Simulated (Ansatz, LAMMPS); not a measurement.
## Localised basis functions on ionic liquid MMIM+ BF4- at 450 K (105 atoms)

Aim: test how closely localised support functions follow the reference on ionic liquid MMIM+ BF4- at 450 K (105 atoms), and at what cost. A setting counts as converged where the r.m.s. difference of forces stays under 1 % of the r.m.s. force.

Method: Kohn-Sham DFT, PBE+D3(BJ), PAW (set soft_2), plane waves, in Ansatz 0.2.0.

### 1. Set-up

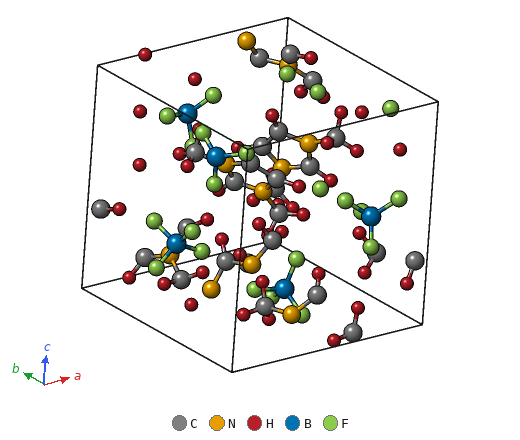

Start, viewed slightly off an axis; carbon grey, nitrogen orange, hydrogen red, boron blue, fluorine green. Bonds to atoms that aren't drawn are left out. Some periodic images of atoms are drawn too.

The cell holds 105 atoms: 25 C, 10 N, 45 H, 5 B and 20 F. Cell: a = 10.490 Å, b = 10.490 Å, c = 10.490 Å, α = 90.0°, β = 90.0°, γ = 90.0°. 5 MMIM+, 5 BF4- placed at random, at 1.32 g/cm³; overlaps pushed apart, then 10 ps at 700 K with stiff harmonic cages for PF6 and BF4 with UFF radii; MMFF94 bonds, angles, torsions, charges and radii (Halgren, J. Comput. Chem. 17, 490 (1996)) in harmonic and 12-6 forms; charges of ions scaled by 0.8. Snapshot after 30 ps at 450 K and fixed volume.

Before any run, some limits are plain. The network of contacts between molecules at the start is that of the classical potential that made the cell, and needn't be the one that DFT or experiment would give. The density was typed from a rule of thumb and may lie off the real one at this temperature. Sampling is at Γ alone, for a cell whose shortest periodic width is 10 Å.

### 2. Making the structure

A classical potential makes the cell, at a small fraction of what the same run would cost in DFT.

This step: classical MD, stiff harmonic cages for PF6 and BF4 with UFF radii; MMFF94 bonds, angles, torsions, charges and radii (Halgren, J. Comput. Chem. 17, 490 (1996)) in harmonic and 12-6 forms; charges of ions scaled by 0.8 (LAMMPS 22 Jul 2025 - Update 4).

Contents of in.lmp:

```
# ionic liquid MMIM+ BF4-
units real
atom_style full
boundary p p p
bond_style harmonic
angle_style harmonic
dihedral_style opls
improper_style harmonic
special_bonds lj 0 0 0.5 coul 0 0 0.75
read_data data.lmp
neigh_modify delay 0 every 1 check yes one 4000
comm_modify cutoff 12.0
timestep 0.5
thermo_style custom step time temp pe press density
thermo_modify norm yes
# push overlapping molecules apart
pair_style soft 2.6
pair_coeff * * 0.0
variable a equal ramp(1,60)
fix ad all adapt 1 pair soft a * * v_a
velocity all create 700 379669 mom yes dist gaussian
fix lim all nve/limit 0.03
fix lan all langevin 700 700 50 379670 zero yes
thermo 1000
run 3000 post no
unfix ad
pair_style lj/cut/coul/long 9.0
pair_modify mix arithmetic tail yes
pair_coeff 1 1 0.0678 3.3680   # C
pair_coeff 2 2 0.0721 3.1460   # N
pair_coeff 3 3 0.0678 3.5860   # C
pair_coeff 4 4 0.0678 3.3270   # C
pair_coeff 5 5 0.0216 2.5400   # H
pair_coeff 6 6 0.1800 3.6375   # B
# [... 19 lines left out ...]
compute msd all msd com yes
thermo 7500
fix md all nvt temp 450 450 100
run 30000 post no
print "== T450: mean square displacement over the hold $(c_msd[4]:%.2f) A^2"
unfix md
uncompute msd
write_dump all custom T450.dump id type xs ys zs modify sort id
```

Command:

```console
lmp -in in.lmp -log none -nocite
```

Numbers of over 12 decimals in the logs are rounded to 6 here.

Log:

```text
LAMMPS (22 Jul 2025 - Update 4)
Reading data file ...
  orthogonal box = (0 0 0) to (10.49016 10.49016 10.49016)
  105 atoms
  orthogonal box = (0 0 0) to (10.49016 10.49016 10.49016)
  130 bonds
  135 angles
  100 dihedrals
  25 impropers
WARNING: Bond/angle/dihedral extent > half of periodic box length
   Step          Time           Temp          PotEng         Press         Density
         0   0              700            0.36399844     5714.4565      1.3229998
      1000   500            665.558        2.1786771      21415.133      1.3229998
      2000   1000           663.73476      1.9639191      32804.223      1.3229998
[... 45 lines left out ...]
Loop time of 1.93123 s on 1 MPI rank(s) for 5000 steps with 105 atoms
WARNING: Bond/angle/dihedral extent > half of periodic box length
   Step          Time           Temp          PotEng         Press         Density
[... 2 lines left out ...]
     30000   29000          450.93068     -1.7565854      5598.6621      1.3229998
     37500   36500          458.36742     -1.6013544      14066.654      1.3229998
     45000   44000          402.98576     -1.7789711      14894.934      1.3229998
     47000   46000          414.59311     -1.770599      -6433.3701      1.3229998
WARNING: Bond/angle/dihedral extent > half of periodic box length
Loop time of 11.2422 s on 1 MPI rank(s) for 30000 steps with 105 atoms
== T450: mean square displacement over the hold 7.47 A^2
```

Run time: 18 s. Hardware: 1 thread of Intel Xeon Platinum 8488C (Sapphire Rapids), shared host; peak memory 0.12 GiB.

The input also reads data.lmp (atoms, bonds and types; not printed here).

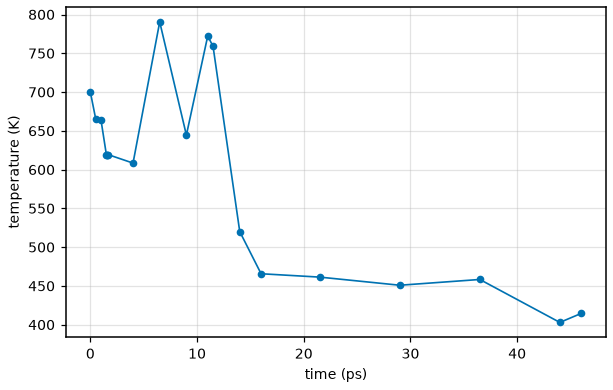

Temperature, plotted against time.

### 3. Plane-wave single point

The first run uses the default basis; a harder plane-wave run follows as the reference for the support functions.

Contents of input.yaml:

```yaml
crystal:
  lattice:
    - [10.49016, 0.0, 0.0]
    - [0.0, 10.49016, 0.0]
    - [0.0, 0.0, 10.49016]
  atoms:
    - { symbol: C, position: [0.96676, 0.28759, 0.22114] }
    - { symbol: "N", position: [0.01705, 0.19006, 0.29757] }
    - { symbol: C, position: [0.99, 0.06484, 0.26438] }
    - { symbol: C, position: [0.06311, 0.98927, 0.34592] }
    - { symbol: "N", position: [0.11994, 0.06456, 0.43384] }
    - { symbol: C, position: [0.18456, 0.02098, 0.54546] }
    - { symbol: C, position: [0.08193, 0.18627, 0.41089] }
    - { symbol: H, position: [0.92188, 0.35038, 0.29581] }
    - { symbol: H, position: [0.88533, 0.25607, 0.1615] }
    - { symbol: H, position: [0.04207, 0.34119, 0.16592] }
    - { symbol: H, position: [0.93427, 0.03884, 0.18365] }
    - { symbol: H, position: [0.07867, 0.88897, 0.37988] }
    - { symbol: H, position: [0.19509, 0.91905, 0.54227] }
    - { symbol: H, position: [0.12371, 0.04161, 0.62343] }
    - { symbol: H, position: [0.27184, 0.07005, 0.54598] }
    - { symbol: H, position: [0.11119, 0.25796, 0.47554] }
    - { symbol: C, position: [0.79416, 0.75778, 0.37006] }
    - { symbol: "N", position: [0.76967, 0.69468, 0.48985] }
    - { symbol: C, position: [0.69142, 0.73594, 0.58776] }
    - { symbol: C, position: [0.70079, 0.65123, 0.68526] }
    - { symbol: "N", position: [0.79532, 0.56397, 0.64339] }
    - { symbol: C, position: [0.83509, 0.44213, 0.70538] }
    - { symbol: C, position: [0.82939, 0.58746, 0.52561] }
    - { symbol: H, position: [0.83396, 0.68593, 0.29994] }
    - { symbol: H, position: [0.8502, 0.84911, 0.38558] }
    - { symbol: H, position: [0.70595, 0.78781, 0.32424] }
    - { symbol: H, position: [0.63089, 0.82041, 0.56302] }
    - { symbol: H, position: [0.64702, 0.63375, 0.77495] }
    - { symbol: H, position: [0.86906, 0.45951, 0.80676] }
    - { symbol: H, position: [0.90388, 0.38314, 0.65501] }
    - { symbol: H, position: [0.74934, 0.39229, 0.72037] }
    - { symbol: H, position: [0.89046, 0.52006, 0.47369] }
    - { symbol: C, position: [0.9783, 0.78762, 0.80145] }
    - { symbol: "N", position: [0.87836, 0.83074, 0.87634] }
    - { symbol: C, position: [0.81833, 0.7509, 0.96858] }
    - { symbol: C, position: [0.72569, 0.81551, 0.02699] }
    - { symbol: "N", position: [0.73543, 0.93761, 0.97516] }
    - { symbol: C, position: [0.66784, 0.0427, 0.0189] }
    - { symbol: C, position: [0.82003, 0.94907, 0.87592] }
    - { symbol: H, position: [0.96622, 0.69767, 0.76449] }
    - { symbol: H, position: [0.0571, 0.77482, 0.86533] }
    - { symbol: H, position: [0.98318, 0.86391, 0.72324] }
    - { symbol: H, position: [0.84749, 0.65216, 0.98247] }
    - { symbol: H, position: [0.65438, 0.78625, 0.09075] }
    - { symbol: H, position: [0.56889, 0.04205, 0.00527] }
    - { symbol: H, position: [0.6956, 0.11953, 0.97257] }
    - { symbol: H, position: [0.70311, 0.06425, 0.11444] }
    - { symbol: H, position: [0.83758, 0.0273, 0.80953] }
    - { symbol: C, position: [0.32021, 0.20083, 0.15186] }
    - { symbol: "N", position: [0.35217, 0.06491, 0.15963] }
    - { symbol: C, position: [0.43579, 0.01079, 0.24987] }
    - { symbol: C, position: [0.44209, 0.88115, 0.2209] }
    - { symbol: "N", position: [0.34082, 0.85848, 0.1299] }
    - { symbol: C, position: [0.30847, 0.73611, 0.07236] }
    - { symbol: C, position: [0.30347, 0.97278, 0.08319] }
    - { symbol: H, position: [0.37376, 0.23498, 0.07057] }
    - { symbol: H, position: [0.33781, 0.2502, 0.23968] }
    - { symbol: H, position: [0.21806, 0.21294, 0.13192] }
    - { symbol: H, position: [0.48577, 0.07126, 0.3122] }
    - { symbol: H, position: [0.4771, 0.79907, 0.282] }
    - { symbol: H, position: [0.36301, 0.66746, 0.11938] }
    - { symbol: H, position: [0.3165, 0.74984, 0.96429] }
    - { symbol: H, position: [0.20706, 0.72168, 0.08039] }
    - { symbol: H, position: [0.24258, 0.99129, 0.99898] }
    - { symbol: C, position: [0.52921, 0.40407, 0.44812] }
    - { symbol: "N", position: [0.44455, 0.41532, 0.5598] }
    - { symbol: C, position: [0.43544, 0.3233, 0.65287] }
    - { symbol: C, position: [0.33159, 0.37362, 0.72669] }
    - { symbol: "N", position: [0.30259, 0.49574, 0.68331] }
    - { symbol: C, position: [0.19872, 0.5735, 0.72647] }
    - { symbol: C, position: [0.37189, 0.51612, 0.58163] }
    - { symbol: H, position: [0.47175, 0.39557, 0.3654] }
    - { symbol: H, position: [0.58607, 0.31677, 0.46271] }
    - { symbol: H, position: [0.59061, 0.48877, 0.44016] }
    - { symbol: H, position: [0.47885, 0.22818, 0.64518] }
    - { symbol: H, position: [0.27116, 0.35028, 0.801] }
    - { symbol: H, position: [0.21593, 0.57965, 0.82417] }
    - { symbol: H, position: [0.11526, 0.51667, 0.70531] }
    [... 21 atom lines left out ...]
    - { symbol: F, position: [0.8008, 0.20211, 0.47392] }
    - { symbol: B, position: [0.12456, 0.56279, 0.33848] }
    - { symbol: F, position: [0.0941, 0.67885, 0.40238] }
    - { symbol: F, position: [0.11831, 0.45984, 0.43316] }
    - { symbol: F, position: [0.25106, 0.54852, 0.28206] }
    - { symbol: F, position: [0.01651, 0.55136, 0.25767] }
kpoints:
  mp_grid: { grid: [1, 1, 1] }
hamiltonian:
  xc: pbe
  dispersion: d3bj
scf:
  occupations: { method: fixed }
output:
  forces: true
  stress: true
  populations: true
  dos:
    method: { smearing: { sigma: 0.08 } }
    de: 0.1
    projected: { site_lists: { B: [B], C: [C], F: [F], H: [H], "N": ["N"] } }
  eigenvalues: true
  write_density: true
  write_potential: true
  volumetric_format: npy
```

Command:

```console
ansatz run input.yaml --threads 8 --pin off --max-ram 15872MiB --backend cpu --events-out ev --progress --plain --runs-dir out
```

Log:

```text
Engine: ansatz 0.2.0, x86_64-unknown-linux-gnu
Pseudopotentials: kind: paw
Pseudopotential: C, paw, valence charge 4, recommended cutoff 420 eV (normal), C.paw.azcp
Pseudopotential: N, paw, valence charge 5, recommended cutoff 420 eV (normal), N.paw.azcp
Pseudopotential: H, paw, valence charge 1, recommended cutoff 420 eV (normal), H.paw.azcp
Pseudopotential: B, paw, valence charge 3, recommended cutoff 420 eV (normal), B.paw.azcp
Pseudopotential: F, paw, valence charge 7, recommended cutoff 420 eV (normal), F.paw.azcp
[... 5 lines on functional and potentials left out ...]
Crystal: 105 atoms, lattice volume = 1154.373 Å³
Basis set: ecut = 420 eV, 22647 PW (Γ), exchange–correlation on 144×144×144 points (8 copies of the dense FFT grid, shifted against one another)
Bands: 280, of which v1, the nominal top of the filled ones, is band 175 counted from 1 (174 counted from 0)
Symmetry: 1 space group operations
Space group: P1 (ITA 1), of the structure as read, at distance tolerance 1.0e-4 Å
k-points: 1
[... 11 lines on functional and potentials left out ...]
Initial density: superposition of atomic densities (neutral atoms: chi_scale 0, normalization atom), corrected by the library's trained network
Initial wavefunctions: pseudopotential atomic-orbital guess
Functional: x = pbe(κ = 0.804, μ = 0.219515), c = pbe(β = 0.066725)
SCF iter   1: F=—  HF=-27801.482668 eV  |F-HF|=—  |Δ(HF+E_count)|=         —  Δρ=6.03e-3  dr2=4.93e-1  ethr=1.77e-3  ⟨swp⟩=5.0  Hψ=963  notcnv=0  defer=102
preconditioner: auto → Resta (q_TF=auto, 2.236 Å⁻¹)  ε∞=2.4  [insulator: Δε(μ)=4.405 eV  Ē_g=17.113 eV  n_scr=202 (ndim 8)  ℏωp=20.4 eV  f_vac=0.257  ε∞_Penn≈2.4]
SCF iter   2: F=—  HF=-27801.392652 eV  |F-HF|=—  |Δ(HF+E_count)|=   9.00e-2  Δρ=2.94e-3  dr2=1.00e-1  ethr=1.41e-4  ⟨swp⟩=2.0  Hψ=461  notcnv=0  defer=102
SCF iter   3: F=—  HF=-27801.383922 eV  |F-HF|=—  |Δ(HF+E_count)|=   8.73e-3  Δρ=1.29e-3  dr2=2.45e-2  ethr=2.86e-5  ⟨swp⟩=2.0  Hψ=342  notcnv=0  defer=103
SCF iter   4: F=—  HF=-27801.381589 eV  |F-HF|=—  |Δ(HF+E_count)|=   2.33e-3  Δρ=3.59e-4  dr2=1.80e-3  ethr=7.01e-6  ⟨swp⟩=2.0  Hψ=344  notcnv=0  defer=103
SCF iter   5: F=—  HF=-27801.381765 eV  |F-HF|=—  |Δ(HF+E_count)|=   1.76e-4  Δρ=1.75e-4  dr2=3.96e-4  ethr=5.13e-7  ⟨swp⟩=2.0  Hψ=344  notcnv=0  defer=103
SCF iter   6: F=—  HF=-27801.381702 eV  |F-HF|=—  |Δ(HF+E_count)|=   6.30e-5  Δρ=5.45e-5  dr2=3.68e-5  ethr=1.13e-7  ⟨swp⟩=2.0  Hψ=342  notcnv=0  defer=98
SCF iter   7: F=—  HF=-27801.383011 eV  |F-HF|=—  |Δ(HF+E_count)|=   1.31e-3  Δρ=2.29e-5  dr2=6.81e-6  ethr=1.05e-8  ⟨swp⟩=2.0  Hψ=438  notcnv=0  defer=96
SCF iter   8: F=—  HF=-27801.383011 eV  |F-HF|=—  |Δ(HF+E_count)|=   4.12e-8  Δρ=7.60e-6  dr2=7.29e-7  ethr=1.94e-9  ⟨swp⟩=2.0  Hψ=342  notcnv=0  defer=96
SCF iter   9: F=—  HF=-27801.383011 eV  |F-HF|=—  |Δ(HF+E_count)|=   1.31e-7  Δρ=3.20e-6  dr2=1.27e-7  ethr=2.08e-10  ⟨swp⟩=2.0  Hψ=342  notcnv=0  defer=96
SCF iter  10: F=-27801.383011 eV  HF=-27801.383011 eV  |F-HF|=2.78e-9  |Δ(HF+E_count)|=   1.80e-8  Δρ=1.06e-6  dr2=1.47e-8  ethr=2.86e-11  ⟨swp⟩=24.0  Hψ=2758  notcnv=0
SCF 1 converged in 10 iterations: F = -27801.383011 eV  dr2 = 1.47e-8
  greatest PAW one-centre occupation: 0.931 electrons in one spin orbital (limit 2), on the F atom at site 97 (counted from 0), in its partial waves of l = 0
WARN: The input density's exchange-correlation potential varies sharply where the density is thin. Do not read a vacuum level from v_tot or v_xc, or from such a field of the output density. On a cell that repeats whose density bears no net charge and no dipole along the vacuum's axis use v_es (v_loc + v_h of the components); [...]
SCF converged after 10 iterations
Free energy (F): -27801.383011 eV
Harris-Foulkes:  -27801.383011 eV  (|F-HF|=2.78e-9)
Internal energy: -27801.383011 eV  (E = F + TS)
E sigma→0 (E₀):  -27801.383011 eV
Fermi energy:    -1.014721 eV
--- Per-component energies (eV) ---
  E_band       = -3043.892896
  E_kinetic    = 8595.833363
  E_local      = -30792.022359  (includes V_loc(G=0)·N_el)
  E_nonlocal   = 2740.448429
  E_hartree    = 11565.924169
  E_xc         = -3942.309011
  E_vxc        = -4979.705022  (∫ρ·V_xc dr)
  E_paw        = -8196.134099  (= ΣΔE_a)
  E_vpaw       = -1740.273075  (= ΣTr[D̂ρ^β])
  E_aug_tail   = -0.018599  (compensation charges beyond the density's cutoff)
  E_ewald      = -7767.860390
  E_disp       = -5.244513  (pairwise vdW)
  E_smearing   = -0.000000  (= −TS)
  E_closure    = 0.000000  (closes the sum)
  Σ components = -27801.383011   (vs F -27801.383011, Δ=0.00e0)
--- Forces (eV/Å), atoms counted from 1 ---
  atom   1  C     -1.14528310     3.07502910     0.75935738
  atom   2  N      0.21756911    -3.23144077     1.34639434
  atom   3  C      2.23180473    -0.98384047     1.11097193
  atom   4  C     -0.41777855    -1.90233770     0.46998367
  atom   5  N     -1.97998652     2.02971794    -1.42787678
  atom   6  C     -0.69518295    -0.28142819    -0.40842493
  atom   7  C      0.83360745    -0.53635209    -1.03644555
  atom   8  H      0.36069649     0.17455286    -1.17050994
  atom   9  H      0.77185433    -0.16143466     0.09153166
  atom  10  H     -0.90070035    -0.59400857     0.50415362
  atom  11  H     -0.27012031     0.04200468    -0.56496142
  atom  12  H     -0.73509898     0.40081011    -1.62074049
  atom  13  H      0.40339974    -0.49817629    -0.22660274
  atom  14  H     -0.34363300     0.48579079     1.29017062
[...]
atom 104  F     -1.84503311     0.75764203     0.54972001
  atom 105  F      0.91365397    -0.30295301    -0.63433250
  max |Σ_I F_I| component: 3.43e-5 eV/Å
--- Stress (GPa, compression-positive) ---
        1.274573       1.697542      -1.558252
        1.697542       0.794887       1.034755
       -1.558249       1.034755      -0.080602
  P = ⅓ Tr σ = 0.6630 GPa (6.630 kbar)
--- Band table (eV) ---
  k-point 0: bands = ["-24.3107", "-24.1257", "-23.9896", "-23.9042", [... 264 levels ...], "11.1363", "11.2164", "11.2588", "11.3301", "11.4020", "11.4418", "11.4620", "11.5048", "11.6217", "11.6443", "11.7401", "11.7635"]
--- Löwdin populations: 105 sites ---
  site symbol       q [e]
     0      C      4.3189
     1      N      4.9215
     2      C      4.0748
[...]
104      F      7.3811
  spilling = 0.011515 (of n_electrons = 350.000000)
```

Wall time 4.7 s (8 threads of Intel Xeon Platinum 8488C (Sapphire Rapids), shared host); peak memory 1.4 GiB; 31 s of CPU time.

The column dr2 measures how far the density is from self-consistency, as an energy; F and HF (Harris–Foulkes) agree once it is small.

The program notes that the exchange-correlation potential is rough where the density is thin.

Numbers from this run:

```
free energy                                      : -27801.3830 eV
free energy per atom                             : -264.7751 eV/atom
SCF cycles                                       : 10
pressure                                         : 0.663 GPa
r.m.s. force component                           : 1.102 eV/Å
longest force                                    : 4.983 eV/Å
Fermi energy                                     : -1.015 eV
gap (highest filled to lowest empty level) : 4.133 eV
spilling of the projection                       : 0.01151
```

The r.m.s. force component of 1.1 eV/Å sets the scale for the differences below.

### 4. Plane waves at 750 eV (750 eV)

A harder cutoff gives the support functions a reference with less basis error.

input.yaml, the sections that differ from step 3:

```yaml
output:
  forces: true
  eigenvalues: true
basis:
  ecutwfc: "750 eV"
# crystal, kpoints, hamiltonian, scf: as in step 3
```

Log:

```text
[...]
Crystal: 105 atoms, lattice volume = 1154.373 Å³
Basis set: ecut = 750 eV, 53811 PW (Γ), exchange–correlation on 192×192×192 points (8 copies of the dense FFT grid, shifted against one another)
Bands: 280, of which v1, the nominal top of the filled ones, is band 175 counted from 1 (174 counted from 0)
Symmetry: 1 space group operations
[...]
k-points: 1
[...]
SCF iter   1: F=—  HF=-27801.870200 eV  |F-HF|=—  |Δ(HF+E_count)|=         —  Δρ=6.13e-3  dr2=4.96e-1  ethr=1.77e-3  ⟨swp⟩=5.0  Hψ=963  notcnv=0  defer=102
[...]
SCF iter   3: F=—  HF=-27801.768417 eV  |F-HF|=—  |Δ(HF+E_count)|=   9.50e-3  Δρ=1.30e-3  dr2=2.48e-2  ethr=2.88e-5  ⟨swp⟩=2.0  Hψ=342  notcnv=0  defer=26
automatic band count: iteration 3 solves 203 bands in place of 280: the levels show a gap, and the empty bands left out lie too high to hold charge; the band table lists the bands solved (type scf.n_extra_bands for more)
SCF iter   4: F=—  HF=-27801.765999 eV  |F-HF|=—  |Δ(HF+E_count)|=   2.42e-3  Δρ=3.63e-4  dr2=1.83e-3  ethr=7.08e-6  ⟨swp⟩=3.0  Hψ=346  notcnv=0  defer=26
SCF iter   5: F=—  HF=-27801.766199 eV  |F-HF|=—  |Δ(HF+E_count)|=   2.00e-4  Δρ=1.76e-4  dr2=4.02e-4  ethr=5.22e-7  ⟨swp⟩=2.0  Hψ=344  notcnv=0  defer=26
[...]
SCF iter   9: F=—  HF=-27801.767699 eV  |F-HF|=—  |Δ(HF+E_count)|=   1.32e-7  Δρ=3.28e-6  dr2=1.33e-7  ethr=2.11e-10  ⟨swp⟩=2.0  Hψ=342  notcnv=0  defer=19
SCF iter  10: F=-27801.767699 eV  HF=-27801.767699 eV  |F-HF|=2.78e-9  |Δ(HF+E_count)|=   2.09e-8  Δρ=1.08e-6  dr2=1.49e-8  ethr=2.86e-11  ⟨swp⟩=15.0  Hψ=992  notcnv=0
SCF 1 converged in 10 iterations: F = -27801.767699 eV  dr2 = 1.49e-8
[...]
SCF converged after 10 iterations
Free energy (F): -27801.767699 eV
[...]
Internal energy: -27801.767699 eV  (E = F + TS)
E sigma→0 (E₀):  -27801.767699 eV
Fermi energy:    -1.015158 eV
[...]
Σ components = -27801.767699   (vs F -27801.767699, Δ=0.00e0)
--- Forces (eV/Å), atoms counted from 1 ---
  atom   1  C     -1.14904636     3.08014569     0.75686430
  atom   2  N      0.21804436    -3.23077404     1.34730221
  atom   3  C      2.22773591    -0.98676793     1.10475393
  atom   4  C     -0.41641367    -1.90863770     0.47311630
[...]
atom 105  F      0.91367680    -0.30181492    -0.63269126
  max |Σ_I F_I| component: 2.69e-5 eV/Å
--- Band table (eV) ---
[...]
```

Run time: 5.6 s. Hardware: 8 threads; peak memory 2.7 GiB; 39 s of CPU time.

Forces differ from the reference by 4.2 meV/Å r.m.s., 0.38 % of their size, within a tolerance of 1 %; the energy by -3.7 meV/atom.

[end of part 1 of 4]

[Logs are printed without paths, hosts, clocks, repeated set-up lines and the standing remarks that a program may print on its own settings, such as how far it seeks lower states.]

[Hosts, paths, dates, database ids (printed as entryN), source tags and the programs' standing remarks are cut or masked in the printed files.]

[The MMFF94 radii named for the starting cell were scaled by 0.96; in molecules described by MMFF94, hydrogen bound to N, O or S took a small fixed 12-6 site in their place.]
